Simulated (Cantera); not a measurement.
A closed system holds: 1 mol CO₂, 4.2 mol H₂O, 0.097 mol O₂, held at 1.00 bar.

These are equilibrium values from Cantera (NASA tables, ideal gas, pure condensed phases), not measurements of a reactor. Candidate condensed phases: C, C₆H₆, C₇H₈, C₈H₁₈, H₂O; 110 gas species. Kinetics and transport are ignored.

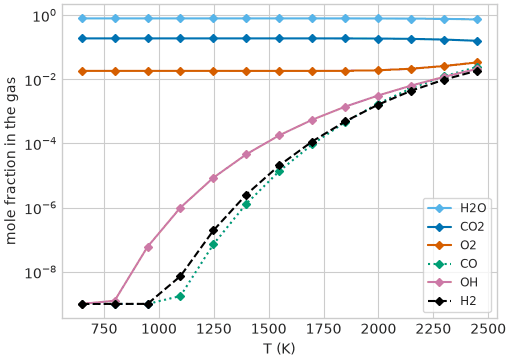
Figure. Equilibrium gas composition (values under 1e-9 drawn at 1e-9)

### Question
Read off the mole fractions at 1848 K.

### Answer
H₂O about 0.79, CO₂ about 0.19, O₂ about 0.018, OH about 0.0014, H₂ about 0.00049, CO about 0.00046.
